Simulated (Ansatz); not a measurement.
# CH$_{3}$F$_{2}$NSi (SMILES C=N[SiH](F)F): what the fields show

The calculation's input:

```
crystal:
  periodic: [false, false, false]
  atoms:
    - {symbol: C, position_ang: [0.398858, 1.472455, 0.068205]}
    - {symbol: N, position_ang: [-0.393062, 0.570772, 0.446173]}
    - {symbol: Si, position_ang: [-0.390032, -1.076614, -0.014653]}
    - {symbol: F, position_ang: [0.815047, -1.443260, -0.986462]}
    - {symbol: F, position_ang: [-0.199602, -1.946953, 1.292211]}
    - {symbol: H, position_ang: [0.277723, 2.498801, 0.432558]}
    - {symbol: H, position_ang: [1.236216, 1.307532, -0.624728]}
    - {symbol: H, position_ang: [-1.652848, -1.439932, -0.669203]}
basis:
  gaussian: {orbitals: def2-TZVPP}
hamiltonian: {xc: pbe0, dispersion: d4}
output: {orbitals: {seedname: orbitals}}
```

Launched as:

```sh
ansatz run in.yaml --threads 2 --pin off --events-out ev --progress --plain --max-ram 4352MiB
```

Geometry: PBE0-D4/def2-TZVP.

Level of theory: RKS PBE0-D4/def2-TZVPP in Ansatz.

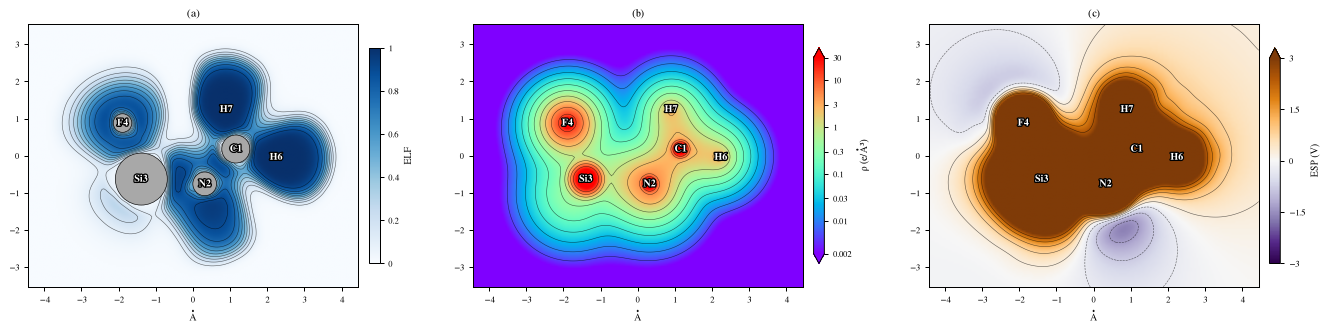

Figure 1. (a) ELF; (b) total electron density; (c) electrostatic potential on the plane of atoms N2, Si3 and F4. Grey discs cover the atomic cores in the ELF map.

Read the bonding off the picture.

The plane passes through C, N, Si, F and H nuclei.
C–N (1.26 Å): ρ at the midpoint is about 2.9 e/Å³; the ELF peaks at about 0.90 between the atoms: a multiple bond.
Si–F (1.59 Å): the density is about 1.2 e/Å³ at the midpoint; the ELF peaks at about 0.85 in the valence shell of F, 0.6 Å from its nucleus, and is about 0.55 at the midpoint.
Si–N (1.71 Å): the density is about 1.2 e/Å³ at the midpoint; the ELF peaks at about 0.95 between the atoms (a polar covalent bond).
C–H (1.10 Å): ρ is about 2.1 e/Å³ halfway; the ELF climbs to about 1 towards the hydrogen, as it does in any bond to H: a covalent bond by its length.
The ELF also peaks beside N2 and F4, away from the bonds: lone-pair regions.
Outside the dense part of the molecule the potential is most negative (−1.6 V) near N2.

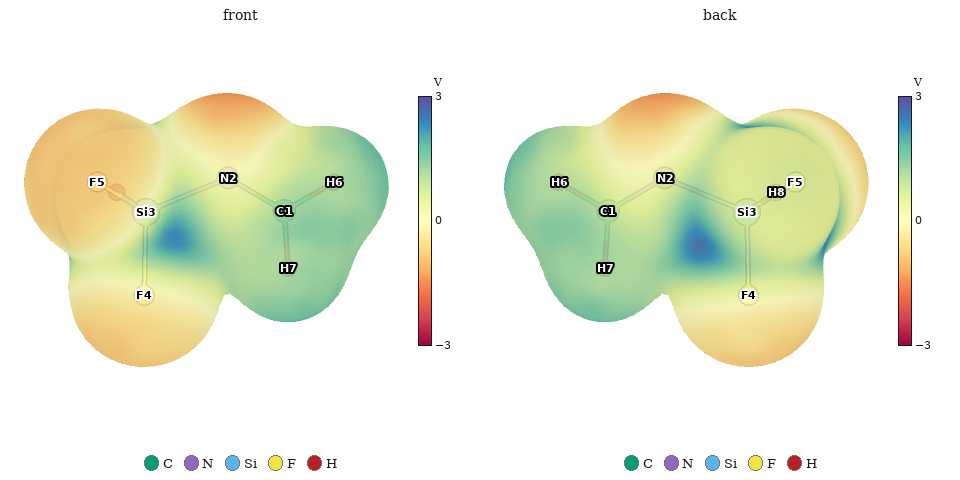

Figure 2. The molecular electrostatic potential painted on the density surface at 0.004 e/bohr³, seen from the front and from behind; red is negative and blue positive.

Which sites attract a positive test charge, and which a negative one?

A positive charge is drawn to the negative regions and a negative charge to the positive ones. The most negative region (about −1.4 V, or −32 kcal/mol for a unit charge) lies over N2, the most positive (about +2.5 V, or +58 kcal/mol for a unit charge) over Si3. N2 is the likeliest acceptor of a hydrogen bond.

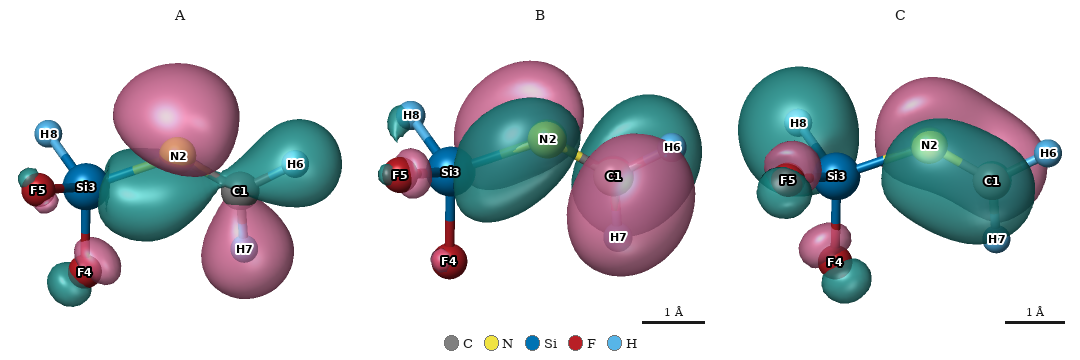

Figure 3. Three frontier orbitals at ±0.1 Å⁻³ᐟ² (teal and pink are the two phases), in no order.

Which picture is the HOMO−1, the HOMO and the LUMO?

C is the HOMO−1 (−10.19 eV). By Hirshfeld shares it lies mainly on N2 (about 35 %), C1 (about 25 %), H8 (about 15 %) and Si3 (about 15 %). A is the HOMO (−7.80 eV). By Hirshfeld shares it lies mainly on N2 (about 60 %), C1 (about 15 %), Si3 (about 10 %), H7 (about 10 %) and H6 (about 5 %). B is the LUMO (−1.59 eV). Its weight (Hirshfeld) is mainly on C1 (about 45 %), N2 (about 30 %) and Si3 (about 10 %); π-antibonding (π*) across C1–N2.

What is the HOMO–LUMO gap?

6.21 eV between the orbital energies.
